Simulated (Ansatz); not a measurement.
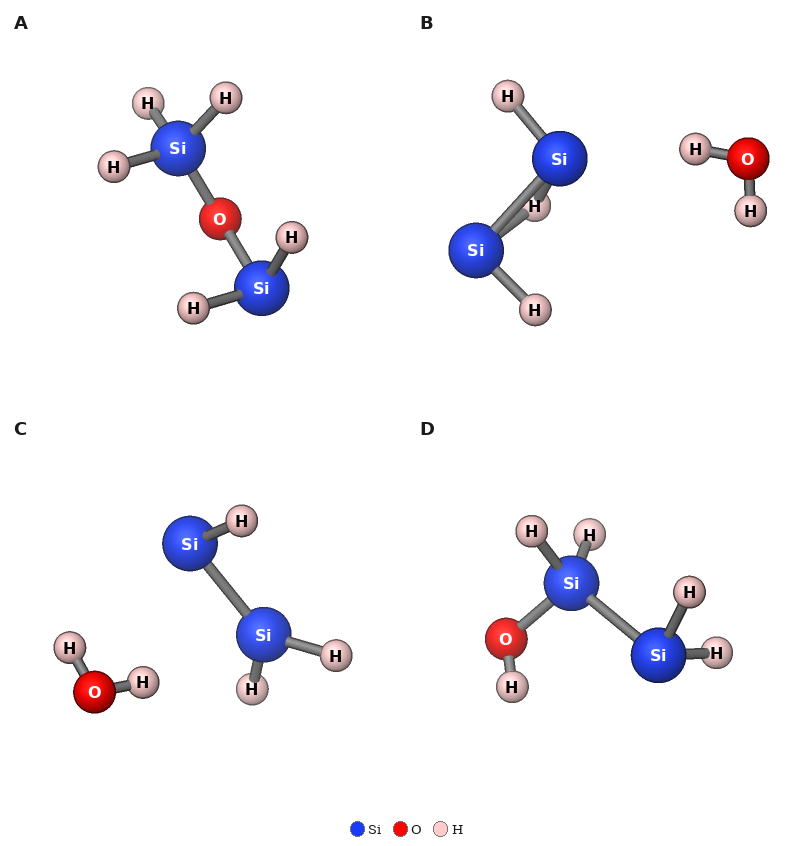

4 stationary structures of one formula. State: charge −1, singlet. Geometries: PBE0-D4/def2-TZVPD. Electronic energies: RHF-CCSD(T) (frozen core)/def2-TZVPPD (Ansatz 0.2.0), without zero-point energy. No frequency run is at hand to confirm each as a minimum. Each is one conformer, not always the lowest.

**Rank them by energy, lowest first.**

A is lowest; D lies 10.6 kcal/mol above it (C1), C lies 49.7 kcal/mol above it (C1), B lies 61.0 kcal/mol above it (C1).
